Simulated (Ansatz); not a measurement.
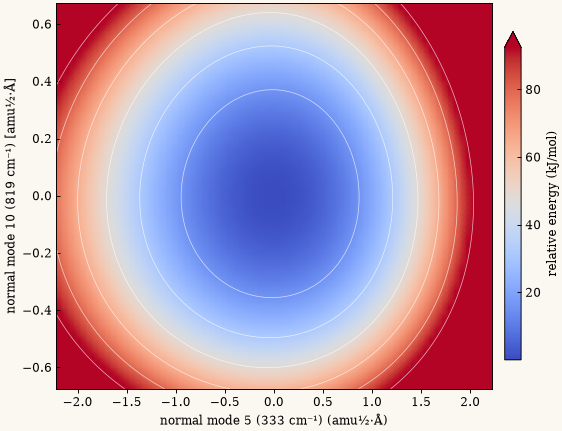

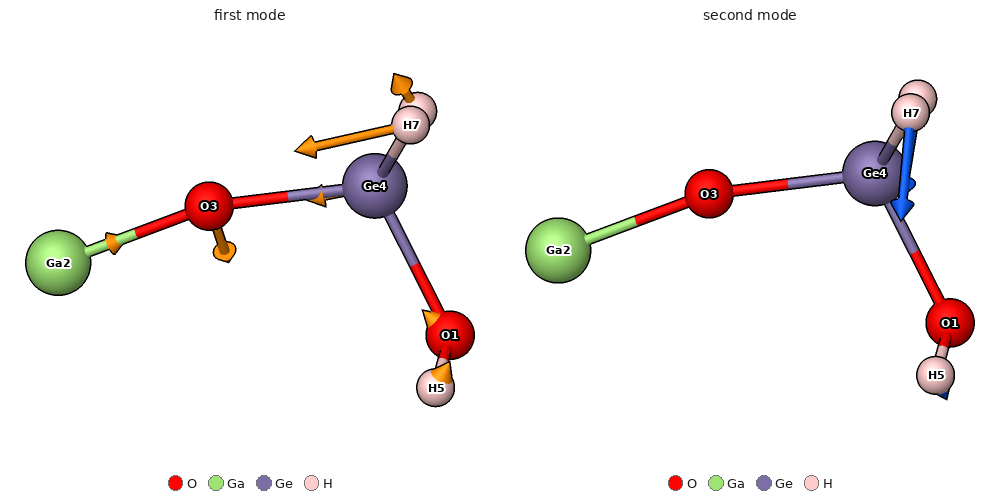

Energy landscape of GaGeH3O2. First axis: normal mode 5 (333 cm⁻¹). Second axis: normal mode 10 (819 cm⁻¹). Nothing is relaxed (straight displacements along the two mass-weighted modes). The grid has 15 × 15 points. Points are written as (first, second). Energies are in kJ/mol, from the lowest grid point. Method: RKS PBE-D4/def2-SVP in Ansatz 0.2.0.

Drawn: a smooth colour map with a few white contour lines, one colour for all values above the top of the scale. Between grid points the surface is interpolated. The second picture is the structure at the lowest point

Q: Where are the wells?

A: The lowest grid point is at (0.000 amu½·Å, 0.000 amu½·Å). It is the only kind of minimum in the scanned range. The highest grid point, (2.218 amu½·Å, 0.675 amu½·Å), lies 186 kJ/mol above the lowest.

The values on the grid:

```tsv
normal mode 10 (819 cm⁻¹) ↓, normal mode 5 (333 cm⁻¹) →	−2.218	−1.901	−1.584	−1.267	−0.951	−0.634	−0.317	0.000	0.317	0.634	0.951	1.267	1.584	1.901	2.218
0.675	133	114	96	81	69	60	55	53	56	64	77	95	119	149	186
0.579	119	99	82	67	55	46	41	39	42	49	62	79	103	132	168
0.482	106	87	70	55	43	34	29	27	30	37	49	66	89	118	153
0.386	96	77	60	45	34	25	19	17	20	27	38	55	78	106	141
0.289	88	69	52	38	26	17	12	10	12	19	30	47	69	97	131
0.193	82	63	47	32	21	12	6	4	6	13	24	41	62	90	123
0.096	78	60	43	29	17	9	3	1	3	10	21	37	58	85	118
0.000	77	58	42	28	16	7	2	0	2	8	19	35	56	83	116
−0.096	78	59	43	29	17	8	3	1	3	9	20	36	57	84	116
−0.193	80	62	46	32	20	12	6	5	7	13	24	40	61	87	119
−0.289	86	67	51	37	26	17	12	10	13	19	30	46	67	93	126
−0.386	93	75	59	45	34	26	20	19	21	28	39	55	76	103	135
−0.482	104	86	70	56	45	36	32	30	33	39	51	67	88	115	147
−0.579	116	99	83	69	58	50	45	44	47	54	66	82	104	131	163
−0.675	132	114	99	85	75	67	63	62	65	72	84	101	122	150	182
```

Time for the 225 points that were run: 28 min on 1 thread of Arm Neoverse N1, on a shared host.
